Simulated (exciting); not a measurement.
# Electron–core-hole interaction in the Ta L₃ spectrum of Li3TaO4, part 3 of 3

Aim: the Ta L₃ absorption edge of Li3TaO4 with the electron–hole interaction treated explicitly, and what each term of the kernel does.

exciting sodium; X-ray absorption, core-level Bethe-Salpeter equation, exchange and statically screened direct term, Tamm-Dancoff, all-electron LAPW+lo LDA.

So far. Step 5 (Independent particles): Maxima (height): 3.4 eV (0.88). The spectrum differs from the singlet run by 60 % r.m.s. Moving the earlier curve by +4.2 eV leaves 14 %. The highest maximum lies at 3.4 eV (0.88), against -0.6 eV (1.00). Step 6 (Exchange alone): Maxima (height): 3.4 eV (0.88). The spectrum is that of the independent-particle run within 1 %.

## Step 8: Coarser mesh

Changed against the first singlet run: k mesh from 3×3×4 to 2×2×3.

The input, input.xml:

```
<input>
  <title>Li3TaO4</title>
  <structure speciespath="." autormt="false" epslat="1.0e-5">
    <crystal>
      <basevect>-3.9018970528 3.9018970528 8.2372764915</basevect>
      <basevect>3.9018970528 -3.9018970528 8.2372764915</basevect>
      <basevect>3.9018970528 3.9018970528 -8.2372764915</basevect>
    </crystal>
    <species speciesfile="Ta.xml" rmt="2.058">
      <atom coord="0.0000000000 0.0000000000 0.0000000000"/>
    </species>
    <species speciesfile="O.xml" rmt="1.492">
      <atom coord="0.2221410000 0.2221410000 0.0000000000"/>
      <atom coord="0.5000000000 0.0000000000 0.5000000000"/>
      <atom coord="0.7778590000 0.7778590000 0.0000000000"/>
      <atom coord="0.0000000000 0.5000000000 0.5000000000"/>
    </species>
    <species speciesfile="Li.xml" rmt="2.163">
      <atom coord="0.7500000000 0.2500000000 0.5000000000"/>
      <atom coord="0.2500000000 0.7500000000 0.5000000000"/>
      <atom coord="0.5000000000 0.5000000000 0.0000000000"/>
    </species>
  </structure>
  <groundstate do="skip" xctype="LDA_PW" ngridk="4 4 4" rgkmax="6.5" gmaxvr="14" nempty="8" swidth="0.001" maxscl="100" epsengy="1e-5"/>
  <xs xstype="BSE" ngridk="2 2 3" ngridq="2 2 3" vkloff="0.097 0.273 0.493" rgkmax="6.5" nempty="36" gqmax="3" lmaxapwwf="5" lmaxemat="3" broad="0.08967" tevout="true">
    <energywindow intv="358.313 359.930" points="439"/>
    <screening screentype="full" nempty="58"/>
    <BSE xas="true" xasspecies="1" xasatom="1" xasedge="L3" bsetype="singlet" nstlxas="1 32"/>
    <qpointset>
      <qpoint>0 0 0</qpoint>
    </qpointset>
    <plan>
      <doonly task="xsgeneigvec"/>
      <doonly task="writepmatxs"/>
      <doonly task="scrgeneigvec"/>
      <doonly task="scrwritepmat"/>
      <doonly task="screen"/>
      <doonly task="scrcoulint"/>
    </plan>
  </xs>
</input>
```

The input, input.xml for the exchange start (cutoff and plan only):

```
  gqmax="2"
  <plan>
    <doonly task="exccoulint"/>
  </plan>
```

The input, input.xml for the last start (plan only):

```
  <plan>
    <doonly task="bse"/>
  </plan>
```

Command:

```sh
$ OMP_NUM_THREADS=1 mpirun -n 4 exciting
$ OMP_NUM_THREADS=1 mpirun -n 4 exciting
$ OMP_NUM_THREADS=4 exciting
```

Numbers of over 12 decimals in the logs are rounded to 6 here.

The log of the run:

```text
| EXCITING SODIUM started for task xsgeneigvec ( 301)                          =
One-shot GS runs for BSE calculations
One-shot GS runs for k+qmt/2 grids
Info(xsgeneigvec): Generating eigenvectors for Q-point      1
Info(xsgeneigvec): Generation of eigenvectors finished
| EXCITING SODIUM started for task writepmatxs ( 320)                          =
Info(writepmatxs): Momentum matrix elements finished
| EXCITING SODIUM started for task scrgeneigvec ( 401)                         =
One-shot GS runs for BSE calculations
One-shot GS runs for k+qmt/2 grids
[...]
Info(setup_bse_block): Setting up RR part of hamiltonian
Info(setup_bse_block): Singlet spin state
Info(bse): Diagonalizing RR Hamiltonian (TDA)
Info(bse): Invoking Lapack routine ZHEEVR
      1536 eigen solutions found in the interval:
         i1=       1 i2=    1536
Info(bse): Writing excition energies and oscillator strengths to text file.
Info(makespectrum_dist): Making spectrum using formula for coupling with time reversed AR basis.
Info(makespectrum_dist): Using formalism for vanishing momentum transfer.
Info(writederived): Writing quantities derived from the macroscopic dielectric function.
Info(bselauncher): Spectrum finished for iqmt=  1
Info(bselauncher): All done for BSE type singlet
```

Wall time 9.3 min (4 MPI ranks of Intel Xeon at 2.70GHz, shared host).

These settings are cheaper. Against the singlet run the r.m.s. difference is 1 %. The first bright state moves from -1.97 to -1.94 eV. The lowest bare transition of this run lies at 0.39 eV, against 0.11. A coarse mesh samples few band energies, and it inflates the long-range part of the attraction.

| E (eV) | first run | this run |
| --- | --- | --- |
| -11.0 | 0.07 | 0.07 |
| -10.0 | 0.08 | 0.08 |
| -9.0 | 0.10 | 0.10 |
| -8.0 | 0.13 | 0.13 |
| -7.0 | 0.17 | 0.16 |
| -6.0 | 0.22 | 0.22 |
| -5.0 | 0.30 | 0.30 |
| -4.0 | 0.43 | 0.42 |
| -3.0 | 0.63 | 0.61 |
| -2.0 | 0.84 | 0.83 |
| -1.0 | 0.98 | 0.98 |
| 0.0 | 0.99 | 0.99 |
| 1.0 | 0.93 | 0.94 |
| 2.0 | 0.86 | 0.86 |
| 3.0 | 0.74 | 0.75 |
| 4.0 | 0.60 | 0.61 |
| 5.0 | 0.49 | 0.50 |
| 6.0 | 0.41 | 0.42 |
| 7.0 | 0.35 | 0.35 |
| 8.0 | 0.30 | 0.30 |
| 9.0 | 0.27 | 0.27 |
| 10.0 | 0.25 | 0.25 |
| 11.0 | 0.24 | 0.24 |
| 12.0 | 0.22 | 0.22 |
| 13.0 | 0.20 | 0.20 |
| 14.0 | 0.18 | 0.18 |
| 15.0 | 0.17 | 0.17 |
| 16.0 | 0.15 | 0.15 |
| 17.0 | 0.14 | 0.14 |
| 18.0 | 0.14 | 0.14 |
| 19.0 | 0.13 | 0.14 |
| 20.0 | 0.13 | 0.14 |
| 21.0 | 0.13 | 0.13 |
| 22.0 | 0.13 | 0.14 |
| 23.0 | 0.13 | 0.14 |

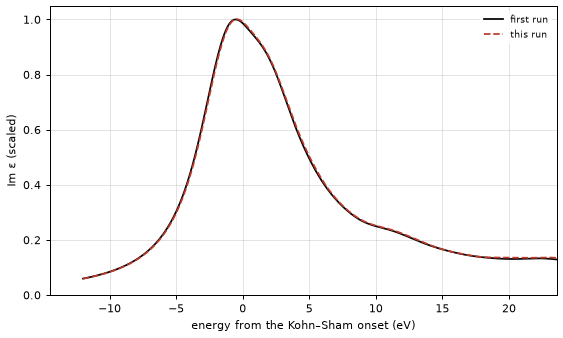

This run beside the first singlet run.

## Step 9: The levels of theory side by side

| level | curve passes 0.15 (eV) | highest maximum (eV) | its height |
| --- | --- | --- | --- |
| IP | -3.1 | 3.4 | 0.88 |
| RPA | -3.1 | 3.4 | 0.88 |
| singlet | -7.3 | -0.6 | 1.00 |

| E (eV) | IP | RPA | singlet |
| --- | --- | --- | --- |
| -11.0 | 0.04 | 0.04 | 0.07 |
| -10.0 | 0.04 | 0.04 | 0.08 |
| -9.0 | 0.05 | 0.05 | 0.10 |
| -8.0 | 0.06 | 0.06 | 0.13 |
| -7.0 | 0.07 | 0.07 | 0.17 |
| -6.0 | 0.08 | 0.08 | 0.22 |
| -5.0 | 0.10 | 0.10 | 0.30 |
| -4.0 | 0.12 | 0.12 | 0.43 |
| -3.0 | 0.16 | 0.16 | 0.63 |
| -2.0 | 0.21 | 0.21 | 0.84 |
| -1.0 | 0.29 | 0.29 | 0.98 |
| 0.0 | 0.41 | 0.41 | 0.99 |
| 1.0 | 0.57 | 0.57 | 0.93 |
| 2.0 | 0.75 | 0.75 | 0.86 |
| 3.0 | 0.87 | 0.87 | 0.74 |
| 4.0 | 0.86 | 0.86 | 0.60 |
| 5.0 | 0.78 | 0.78 | 0.49 |
| 6.0 | 0.71 | 0.71 | 0.41 |
| 7.0 | 0.66 | 0.66 | 0.35 |
| 8.0 | 0.62 | 0.62 | 0.30 |
| 9.0 | 0.58 | 0.58 | 0.27 |
| 10.0 | 0.52 | 0.52 | 0.25 |
| 11.0 | 0.45 | 0.45 | 0.24 |
| 12.0 | 0.39 | 0.39 | 0.22 |
| 13.0 | 0.35 | 0.35 | 0.20 |
| 14.0 | 0.31 | 0.31 | 0.18 |
| 15.0 | 0.28 | 0.28 | 0.17 |
| 16.0 | 0.25 | 0.25 | 0.15 |
| 17.0 | 0.22 | 0.22 | 0.14 |
| 18.0 | 0.20 | 0.20 | 0.14 |
| 19.0 | 0.19 | 0.19 | 0.13 |
| 20.0 | 0.18 | 0.18 | 0.13 |
| 21.0 | 0.18 | 0.18 | 0.13 |
| 22.0 | 0.18 | 0.18 | 0.13 |
| 23.0 | 0.18 | 0.18 | 0.13 |

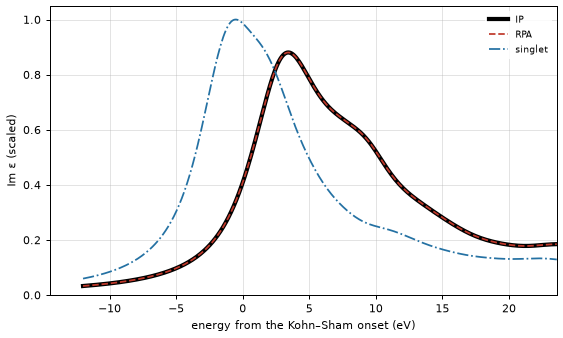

The spectrum at each level.

## Step 10: Summary of results

```json
{
 "absorber and edge": "Ta L₃, atom 1",
 "surroundings": "2 O at 1.94 Å and 4 O at 2.06 Å (distorted octahedral, site symmetry 4/mmm)",
 "first bright state": "-1.97 eV from the Kohn–Sham onset, on this mesh",
 "highest maximum": "-0.6 eV",
 "cost of the BSE run": "50 min on 4 MPI ranks of Intel Xeon at 2.70GHz, shared host; the last task ran on as many threads"
}
```

In words: Is a core exciton bound? Yes on this mesh: the first bright state (over 5 % of the brightest) lies at -1.97 eV from the Kohn–Sham onset and at -2.08 eV from the lowest bare transition of its own mesh. Exchange alone changes the independent-particle spectrum by 0.0 % r.m.s. With 36 k points the binding energies are rough, and fine structure above the first lines is partly noise of the mesh. Exchange and the short-range direct term aren't converged in the kernel cutoff. The zero comes from the unshifted 4×4×4 ground-state mesh; it is exact only where the band minimum lies on that mesh. The conduction states carry no spin here, so the exchange coupling to the spinor core hole is only partly held. This core level is treated alone, with no coupling to its spin–orbit partner. The Kohn–Sham onset, 9762 eV, is no photon energy (tabulated edge of the element: 9881 eV): the scale needs a rigid shift. Bands and screening come from semilocal DFT, whose small gap overscreens. Vibrations and energy-dependent lifetimes are left out. The structure is a Materials Project entry, computed there, and may be a hypothetical form.

[Banner, clock and machine lines of the logs are left out without a mark of their own.]

[Logs are printed without paths, hosts, clocks, repeated set-up lines and the standing remarks that a program may print on its own settings, such as how far it seeks lower states.]

[Hosts, paths, dates, database ids (printed as entryN), source tags and the programs' standing remarks are cut or masked in the printed files.]
